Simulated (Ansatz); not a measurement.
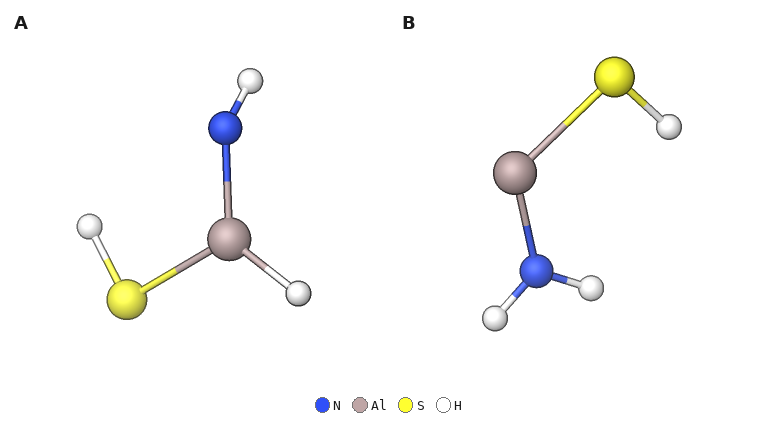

2 stationary structures of one formula. Charge 0, doublet. Geometries: PBE0-D4/def2-TZVP. Electronic energies: UHF-CCSD(T) (frozen core)/def2-TZVPP (Ansatz 0.2.0), without zero-point energy. No frequency run is at hand to confirm each as a minimum.

### Rank them by energy, lowest first.

B is lowest (Cs); A lies 133.3 kJ/mol above it (C1).

Give E(B) − E(A) in kJ/mol at these levels too: UHF-CCSD(T) (frozen core)/def2-TZVPP; r2SCAN-D4/def2-TZVPP; ωB97M-V/def2-TZVPP; PBE0-D4/def2-TZVP; PBE0-D4/def2-TZVPP; B3LYP-D4/def2-TZVPP; PBE-D4/def2-TZVPP.

| level | E(B) − E(A) (kJ/mol) |
| --- | --- |
| UHF-CCSD(T) (frozen core)/def2-TZVPP | −133.3 |
| r2SCAN-D4/def2-TZVPP | −133.6 |
| ωB97M-V/def2-TZVPP | −126.6 |
| PBE0-D4/def2-TZVP | −139.7 |
| PBE0-D4/def2-TZVPP | −141.8 |
| B3LYP-D4/def2-TZVPP | −129.3 |
| PBE-D4/def2-TZVPP | −146.8 |
